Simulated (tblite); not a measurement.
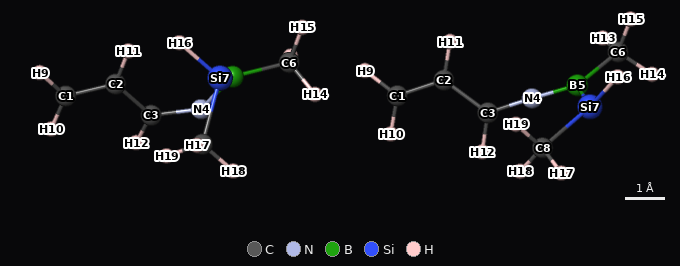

Two geometries of C$_{5}$H$_{11}$BNSi (multiplicity 2), drawn at one scale. One is the start of a relaxation, the other its converged end. A ball-and-stick model, seen from a free direction.

All numbers below come from GFN2-xTB geometry optimisation, gas phase (tblite 0.8.0). 

**Which one is relaxed?**

The right one is the relaxed one. After 171 geometry steps the energy has fallen by 148.1 kJ/mol. The largest move after the best rigid fit is that of H16, 2.82 Å. Largest moves by element: H 2.82 Å, Si 1.10 Å, C 0.91 Å, N 0.75 Å, B 0.32 Å. Some distances before and after: N4–B5 1.519 → 1.333 Å, C2–C3 1.480 → 1.431 Å, C3–N4 1.316 → 1.270 Å, Si7–C8 1.867 → 1.906 Å. Bond angles that change, for instance: C3–N4–B5 129.5° → 174.9°, B5–Si7–H16 111.7° → 125.5°, B5–Si7–C8 109.1° → 122.0°. The run took 1.5 s on 1 thread of Arm Neoverse V1, with other jobs on the host.
